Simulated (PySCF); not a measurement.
# Ga(PH3)H3 (GaH6P): electronic structure

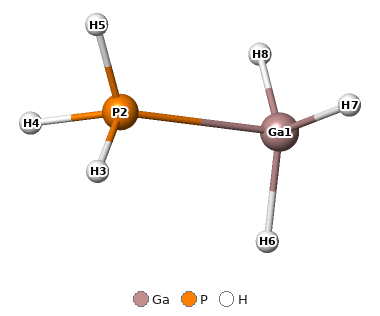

The molecule, with its atoms numbered as below. No frequency check shows the geometry to be a minimum.

Cartesian coordinates (Å):

```
Ga1     -0.9014   -0.0000    0.0000
P2       1.6165    0.0003    0.0000
H3       2.3330    0.6713   -0.9718
H4       2.3322   -1.1795   -0.0968
H5       2.3329    0.5037    1.0686
H6      -1.1014   -0.5656   -1.4201
H7      -1.1004    1.5127    0.2202
H8      -1.1015   -0.9470    1.1999
```

### 1. Bonding charge

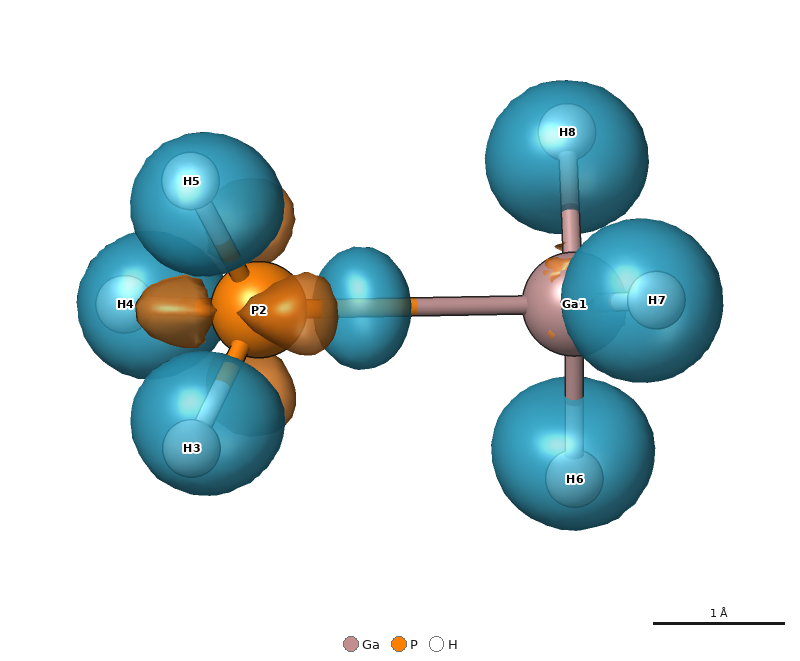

Deformation density (molecule less spherical, spin-averaged free atoms at the same positions), surfaces at ±0.1 e/Å³; light blue: gain, orange: loss.

Level of theory: B3LYP/6-311G** (PySCF), at a geometry from GFN2-xTB.

Q: How much density has each bond gained at its critical point, relative to the free atoms?

A: P2–H3, P2–H5 and P2–H4: +0.23 e/Å³ at the bond critical point (bond length 1.38 Å, Mayer order 0.9). Ga1–H7, Ga1–H6 and Ga1–H8: +0.21 e/Å³ at the bond critical point (bond length 1.54 Å, Mayer order 0.9). Ga1–P2: +0.01 e/Å³ at the bond critical point (bond length 2.52 Å, Mayer order 0.4). In all, 1.7 electrons gather in the regions of gain relative to the promolecule. A small or negative value marks a very polar bond, one between electron-rich atoms, whose free-atom densities already overlap strongly, a long bond to a heavier atom, or a closed-shell contact such as a hydrogen bond.

Q: Where do the Hirshfeld charges lie?

A: The highest Hirshfeld charge is on P2 (+0.24 e), the lowest on H6, H7 and H8 (−0.16 e).

### 2. Bond critical points

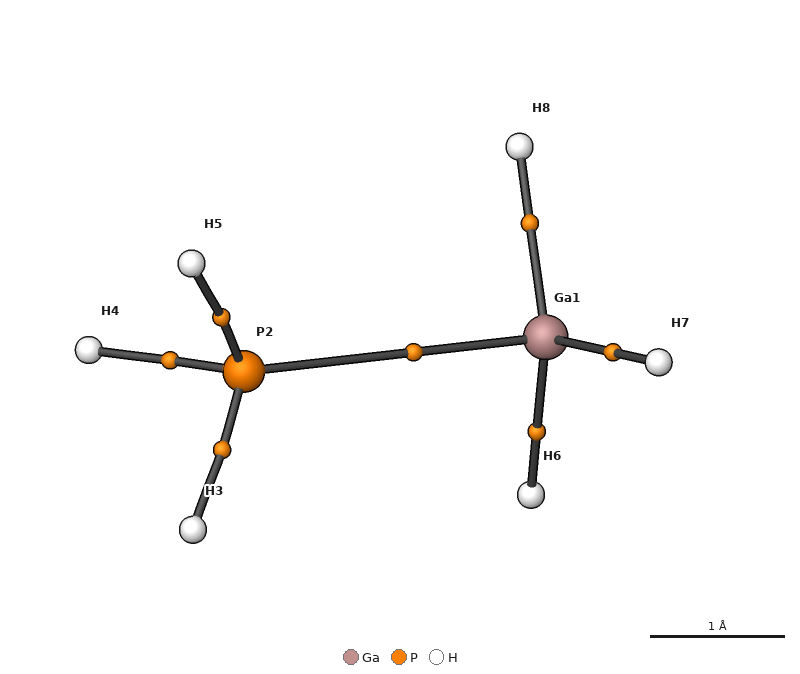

Molecular graph of the electron density (QTAIM): bond paths, bond critical points (orange), ring points (yellow, if any); weak paths are dashed.

Q: How many critical points of each kind are there, and does the count close?

A: 8 nuclei, 7 bond, 0 ring and 0 cage critical points: 8 − 7 + 0 − 0 = 1, as the Poincaré–Hopf relation requires.

Q: Tabulate density, Laplacian, ellipticity and energy density at the bond critical points (atomic units).

A:
```csv
bond,length (Å),ρ (a.u.),∇²ρ (a.u.),ε,H (a.u.)
P2–H3 (3 alike),1.381,0.173,+0.02,0.06,−0.170
Ga1–H7 (3 alike),1.542,0.119,+0.13,0.02,−0.063
Ga1–P2,2.518,0.050,+0.07,0.00,−0.015
```

Q: What kind of interaction is P2–H3?

A: Polar or intermediate (positive Laplacian, negative energy density H): ρ = 0.173, ∇²ρ = +0.02, H = −0.170 a.u.

### 3. Local ionisation energy

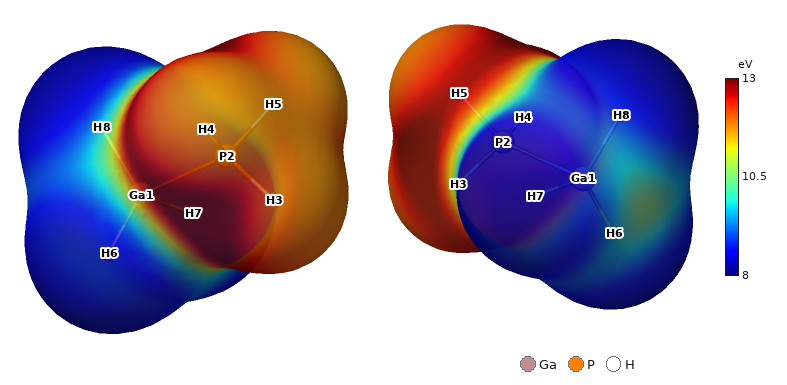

Average local ionisation energy on the surface of electron density 0.001 a.u. (back view left, front view right).

Q: Where are the most loosely bound electrons on this surface?

A: The lowest value is 8.2 eV, 1.6 Å from H7, and at like points elsewhere. Further minima include 11.6 eV, 1.5 Å from H4, and at like points elsewhere. For comparison, the highest occupied orbital lies at −7.7 eV.
